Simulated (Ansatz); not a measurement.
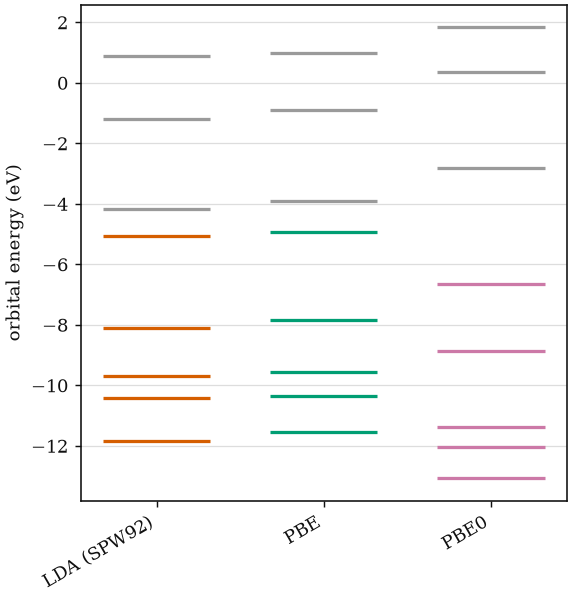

Frontier orbital energies of C₂H₃NO, SMILES C=CN=O at one geometry, def2-TZVPP, the Ansatz code, at a PBE0-D4/def2-TZVP geometry (a minimum by its frequencies). Empty levels are grey, levels within 0.1 eV stand side by side; all columns show the same few orbitals around the gap.

> How do the frontier levels move from column to column?

The separation grows from 0.89 eV (LDA (SPW92)) to 3.85 eV (PBE0).

```csv
level,HOMO (eV),LUMO (eV),separation (eV)
LDA (SPW92),−5.07,−4.18,0.89
PBE,−4.92,−3.90,1.01
PBE0,−6.65,−2.80,3.85
```

Caveats, for all or some of the runs: empty levels above zero depend strongly on the basis; one conformer of a flexible molecule.
